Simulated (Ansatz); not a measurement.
C2H11NSSi2: several calculations on one system

Part 1: Relaxation

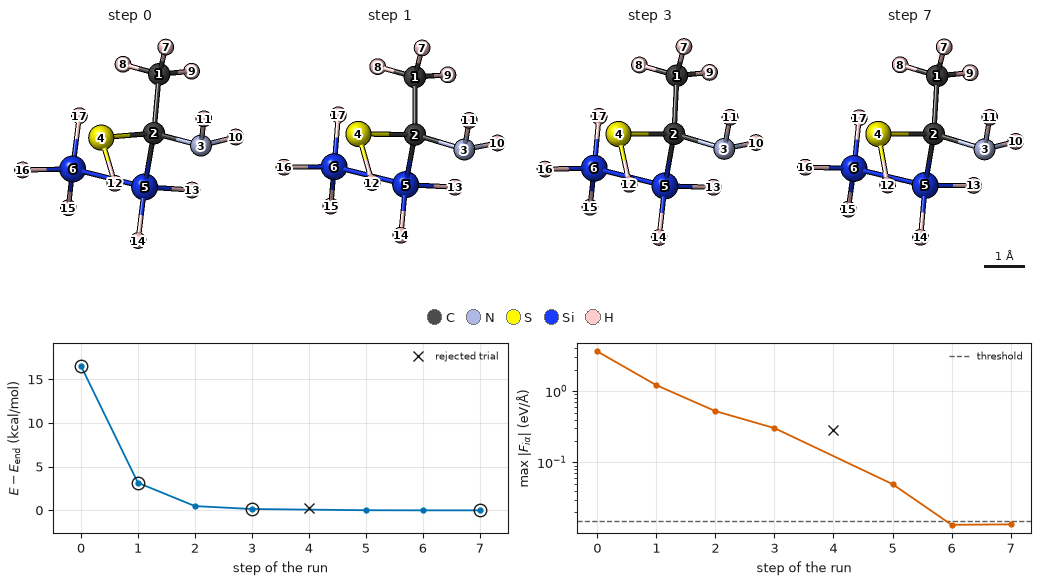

Frames of a relaxation of C$_{2}$H$_{11}$NSSi$_{2}$, marked on the history of the run. Style: ball-and-stick. Shown from a free direction.

The run prepares an end point of a later path (torsion) calculation, from a guessed geometry.

Theory: Ansatz, RKS r2SCAN/STO-3G.

The input:
```yaml
crystal:
  periodic: [false, false, false]
  atoms:
    - { symbol: C, position_ang: [0.6624, -1.2949, 0.9947] }
    - { symbol: C, position_ang: [0.6336, -0.4777, -0.3426] }
    - { symbol: "N", position_ang: [1.9965, -0.3466, -0.8056] }
    - { symbol: S, position_ang: [-0.1479, -1.4494, -1.6203] }
    - { symbol: Si, position_ang: [-0.1475, 1.235, -0.3109] }
    - { symbol: Si, position_ang: [-2.3034, 1.1655, 0.5229] }
    - { symbol: H, position_ang: [1.1469, -2.2181, 0.9015] }
    - { symbol: H, position_ang: [-0.3679, -1.4288, 1.3267] }
    - { symbol: H, position_ang: [1.1271, -0.6754, 1.8216] }
    - { symbol: H, position_ang: [2.603, 0.0629, -0.0289] }
    - { symbol: H, position_ang: [2.3929, -1.2847, -0.9245] }
    - { symbol: H, position_ang: [0.293, -0.7744, -2.647] }
    - { symbol: H, position_ang: [0.6139, 2.142, 0.5914] }
    - { symbol: H, position_ang: [-0.1678, 1.8975, -1.6243] }
    - { symbol: H, position_ang: [-2.8674, 2.5045, 0.6717] }
    - { symbol: H, position_ang: [-3.1914, 0.4044, -0.3532] }
    - { symbol: H, position_ang: [-2.295, 0.5378, 1.8672] }
basis:
  gaussian: { orbitals: STO-3G }
hamiltonian:
  xc: r2scan
relax:
  f_tol: 0.015
  max_steps: 40
```

Command:
```bash
ansatz run input.yaml --threads 1 --pin off --max-ram 2048MiB --backend cpu --events-out ev --progress --plain --runs-dir out
```

Q: Describe the path.

A: The largest move after the best rigid fit is that of H12, 0.20 Å. By element the largest moves are H 0.20 Å, N 0.14 Å, S 0.13 Å, C 0.07 Å, Si 0.07 Å. Some distances before and after: C2–N3 1.445 → 1.538 Å, C2–S4 1.785 → 1.845 Å, Si5–Si6 2.313 → 2.254 Å, S4–H12 1.305 → 1.360 Å. Among the angles between lasting bonds that change: C1–C2–Si5 117.9° → 111.4°, C2–N3–H10 109.7° → 103.6°, C2–Si5–H14 113.6° → 107.7°. Over 6 accepted moves (7 points after the start) the energy falls by 16.6 kcal/mol. The largest force component goes from 3.6 to 0.013 eV/Å. The line search rejected the trial step at point 4 of the run. The run took 26 s on 1 thread of AMD EPYC 9R45 96-Core Processor (Zen 5) (shared host), peak memory 0.21 GiB. From step 0 to 1: H14 moves most (0.16 Å), energy −13.4 kcal/mol. From step 1 to 3: H11 moves most (0.10 Å), energy −3.01 kcal/mol. From step 3 to 7: H15 moves most (0.08 Å), energy −0.15 kcal/mol.

```
step  E − E(0), kcal/mol  largest force component, eV/Å      note
   0                0.00                         3.6289          
   1              -13.39                         1.2165          
   2              -16.06                         0.5252          
   3              -16.40                         0.3032          
   4              -16.31                         0.2818  rejected
   5              -16.54                         0.0495          
   6              -16.55                         0.0133          
   7              -16.55                         0.0134
```

Limits of the set-up: STO-3G is a minimal basis, so the numbers are rough.

Part 2: Relaxation

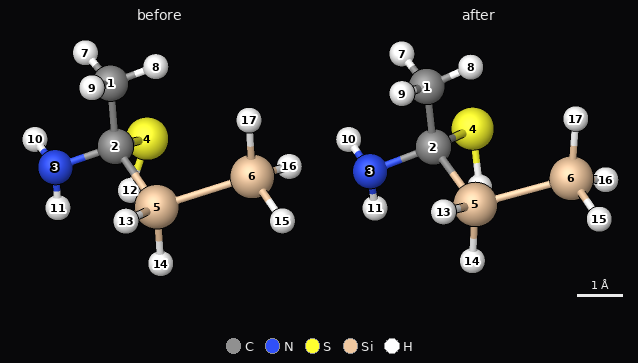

The structure of C2H11NSSi2 before (left) and after (right) a relaxation, at one scale.

Style: ball-and-stick. Shown from a free direction.

The run prepares an end point of a later path (torsion) calculation, from a guessed geometry.

Theory: RKS r2SCAN/STO-3G (Ansatz 0.2.0).

Input
```yaml
crystal:
  periodic: [false, false, false]
  atoms:
    - { symbol: C, position_ang: [0.6624, -1.2949, 0.9947] }
    - { symbol: C, position_ang: [0.6336, -0.4777, -0.3426] }
    - { symbol: "N", position_ang: [1.9965, -0.3466, -0.8056] }
    - { symbol: S, position_ang: [-0.1479, -1.4494, -1.6203] }
    - { symbol: Si, position_ang: [-0.1475, 1.235, -0.3109] }
    - { symbol: Si, position_ang: [-2.3034, 1.1655, 0.5229] }
    - { symbol: H, position_ang: [1.1469, -2.2181, 0.9015] }
    - { symbol: H, position_ang: [-0.3679, -1.4288, 1.3267] }
    - { symbol: H, position_ang: [1.1271, -0.6754, 1.8216] }
    - { symbol: H, position_ang: [2.3774, -1.30486, -1.08028] }
    - { symbol: H, position_ang: [1.99093, 0.15404, -1.70038] }
    - { symbol: H, position_ang: [0.293, -0.7744, -2.647] }
    - { symbol: H, position_ang: [0.6139, 2.142, 0.5914] }
    - { symbol: H, position_ang: [-0.1678, 1.8975, -1.6243] }
    - { symbol: H, position_ang: [-2.8674, 2.5045, 0.6717] }
    - { symbol: H, position_ang: [-3.1914, 0.4044, -0.3532] }
    - { symbol: H, position_ang: [-2.295, 0.5378, 1.8672] }
basis:
  gaussian: { orbitals: STO-3G }
hamiltonian:
  xc: r2scan
relax:
  f_tol: 0.015
  max_steps: 40
```

Launched with:
```bash
ansatz run input.yaml --threads 1 --pin off --max-ram 2048MiB --backend cpu --events-out ev --progress --plain --runs-dir out
```

Question: Describe what moved and what it gained.

Answer: Over 18 geometry steps the energy falls by 0.959 eV. Largest force component: 4.1 eV/Å at the start, 0.011 eV/Å at the end. The forces were under the threshold at step 10, but the run went on from there. The atom that moves furthest after the best rigid fit is H12 (0.69 Å). Largest moves by element: H 0.69 Å, S 0.27 Å, N 0.14 Å, Si 0.12 Å, C 0.11 Å. Near-neighbour distances that change, for instance: C2–N3 1.445 → 1.528 Å, C2–S4 1.785 → 1.864 Å, Si5–Si6 2.313 → 2.254 Å, S4–H12 1.305 → 1.361 Å. Bond angles that change, for instance: N3–C2–S4 103.5° → 114.3°, C1–C2–Si5 117.9° → 110.9°, C2–Si5–H14 113.6° → 106.7°. Groups turn about C2–S4 by about 20°.

Limits of the set-up: STO-3G is a minimal basis, so the numbers are rough.

Part 3: Path

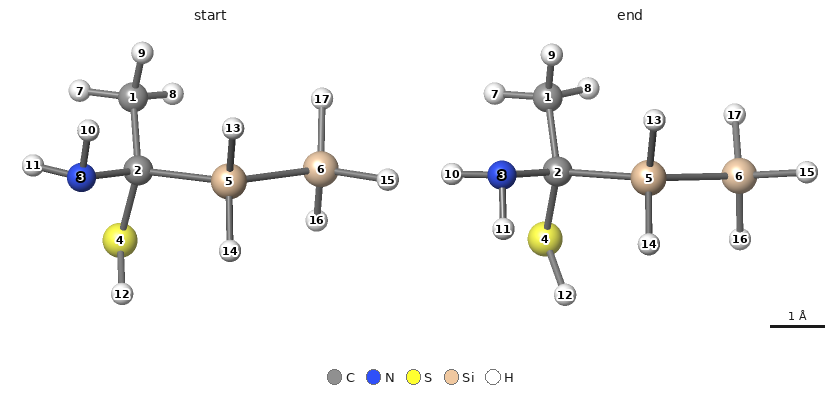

The two relaxed end points of a path for C₂H₁₁NSSi₂. A ball-and-stick model, seen at a tilt.

Computed with RKS r2SCAN/STO-3G (Ansatz).

Input file:
```yaml
crystal:
  periodic: [false, false, false]
  atoms:
    - { symbol: C, position_ang: [0.600836, -1.254956, 0.981935] }
    - { symbol: C, position_ang: [0.646868, -0.490391, -0.384135] }
    - { symbol: "N", position_ang: [2.087995, -0.27197, -0.873385] }
    - { symbol: S, position_ang: [-0.189013, -1.573962, -1.622158] }
    - { symbol: Si, position_ang: [-0.15289, 1.243247, -0.242863] }
    - { symbol: Si, position_ang: [-2.267442, 1.158667, 0.532262] }
    - { symbol: H, position_ang: [1.109597, -2.228082, 0.89778] }
    - { symbol: H, position_ang: [-0.436021, -1.439192, 1.301161] }
    - { symbol: H, position_ang: [1.102663, -0.670714, 1.76852] }
    - { symbol: H, position_ang: [2.567333, 0.191967, -0.042717] }
    - { symbol: H, position_ang: [2.515362, -1.247177, -0.833151] }
    - { symbol: H, position_ang: [0.092962, -0.748107, -2.665233] }
    - { symbol: H, position_ang: [0.679888, 2.036978, 0.639437] }
    - { symbol: H, position_ang: [-0.108616, 1.857162, -1.552688] }
    - { symbol: H, position_ang: [-2.84051, 2.485523, 0.588934] }
    - { symbol: H, position_ang: [-3.108724, 0.348195, -0.319457] }
    - { symbol: H, position_ang: [-2.319286, 0.602412, 1.86616] }
basis:
  gaussian: { orbitals: STO-3G }
hamiltonian:
  xc: r2scan
neb:
  order_check: false
  images: 5
  f_tol: 0.05
  max_iterations: 60
  initial_path: idpp
  final_atoms:
    - { symbol: C, position_ang: [0.7023064, -1.18108944, 1.18757161] }
    - { symbol: C, position_ang: [0.7121786, -0.48910109, -0.21128062] }
    - { symbol: "N", position_ang: [2.18139884, -0.25217694, -0.55603051] }
    - { symbol: S, position_ang: [-0.16954262, -1.65468261, -1.36834642] }
    - { symbol: Si, position_ang: [-0.10426087, 1.23887608, -0.12339994] }
    - { symbol: Si, position_ang: [-2.30768517, 1.12592972, 0.33849049] }
    - { symbol: H, position_ang: [1.19040145, -2.1664698, 1.13326045] }
    - { symbol: H, position_ang: [-0.32510339, -1.32709254, 1.55078619] }
    - { symbol: H, position_ang: [1.25219644, -0.56663653, 1.91446898] }
    - { symbol: H, position_ang: [2.59557751, -1.2283257, -0.64461554] }
    - { symbol: H, position_ang: [2.17430708, 0.06056497, -1.57211817] }
    - { symbol: H, position_ang: [-0.17864371, -0.77287039, -2.4055967] }
    - { symbol: H, position_ang: [0.59625222, 2.02421243, 0.87127742] }
    - { symbol: H, position_ang: [0.1097444, 1.86720233, -1.41151596] }
    - { symbol: H, position_ang: [-2.84720394, 2.45096661, 0.5532769] }
    - { symbol: H, position_ang: [-3.04404484, 0.52053106, -0.74900378] }
    - { symbol: H, position_ang: [-2.5568764, 0.34976183, 1.5331776] }
```

Launched with:
```bash
ansatz run input.yaml --threads 1 --pin off --max-ram 2048MiB --backend cpu --events-out ev --progress --plain --runs-dir out
```

Predict the minimum-energy path and its barrier.

Forward barrier 12.4 kJ/mol, backward barrier 17.1 kJ/mol, with image 3 at the top; the reaction energy is −4.7 kJ/mol. The motion is a rotation about the C2–N3 bond by about 115°. No bond forms or breaks between the ends. Among the angles between lasting bonds that change up to the highest image: N3–C2–S4 107.1° → 110.9°, C1–C2–N3 112.0° → 109.9°. The band is converged. At the top, the vibrational analysis gives one imaginary mode (296i cm⁻¹), as a transition state must have.

Energies of the converged images:

```
image  path (Å)  E (kJ/mol)
    0      0.00         0.0
    1      0.50         1.5
    2      0.99         8.1
    3      1.49        12.4
    4      2.03         6.9
    5      2.56        -2.4
    6      3.10        -4.7
```

The geometry at the top of the path:

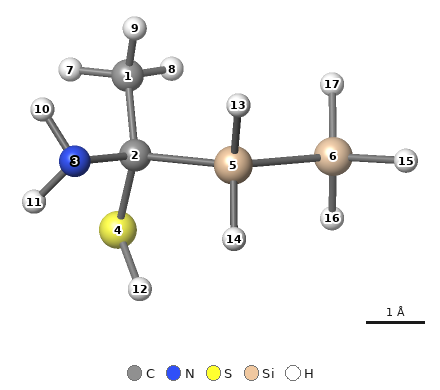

Limits of the set-up: STO-3G is a minimal basis, so the numbers are rough.

Cost: 110 s on 1 thread of AMD EPYC 9R45 96-Core Processor (Zen 5) (shared host), peak memory 0.17 GiB.
